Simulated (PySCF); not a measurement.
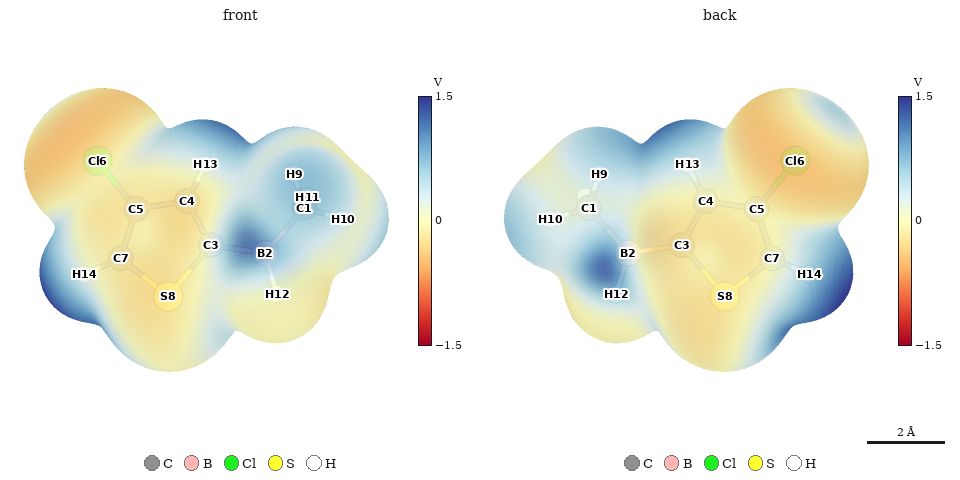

Figure. C$_{5}$H$_{6}$BClS (SMILES CBc1cc(Cl)cs1). The molecular electrostatic potential painted on the density surface at 0.002 e/bohr³, seen from the front and from behind; the colour scale runs from red (negative) to blue (positive).

Geometry: GFN2-xTB.

Theory: PySCF 2.14.0, wB97X-D/def2-SVPD, SCF density, gas phase.

```xyz
14

C    -2.4852    0.2767    0.2552
B    -1.3890   -0.7933    0.6062
C     0.1072   -0.4849    0.4837
C     0.7458    0.6617    0.0716
C     2.1477    0.5633    0.0812
Cl    3.1954    1.8459   -0.3894
C     2.5991   -0.6558    0.5024
S     1.3031   -1.6964    0.8876
H    -2.1219    1.2977    0.1827
H    -3.3080    0.2609    0.9674
H    -2.9272    0.0236   -0.7095
H    -1.7081   -1.8683    0.9483
H     0.2255    1.5513   -0.2322
H     3.6147   -0.9829    0.6027
```

### Where is the surface potential most negative and most positive?

The most negative region (about −0.5 V) lies over Cl6, the most positive (about +1.4 V) over H14. Cl6 shows a σ-hole: about +0.5 V at the tip opposite its bond, against about −0.4 V on its flanks.
